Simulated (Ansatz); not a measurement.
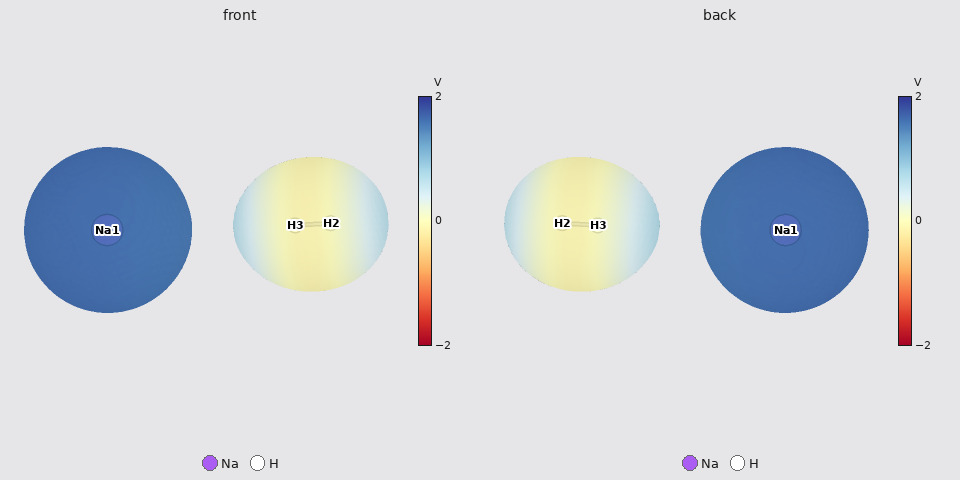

*Na···H$_{2}$ (doublet). The molecular electrostatic potential painted on the density surface at 0.002 e/bohr³, seen from the front and from behind; the colour scale runs from red (negative) to blue (positive).*

Geometry: r2SCAN-D4/def2-TZVP.

Level of theory: UKS PBE0-D4/def2-TZVP in Ansatz 0.2.0.

Q: Describe the electrostatic potential map.

A: The most negative region (about −0.1 V) lies over H2 and H3, the most positive (about +1.6 V) over Na1.
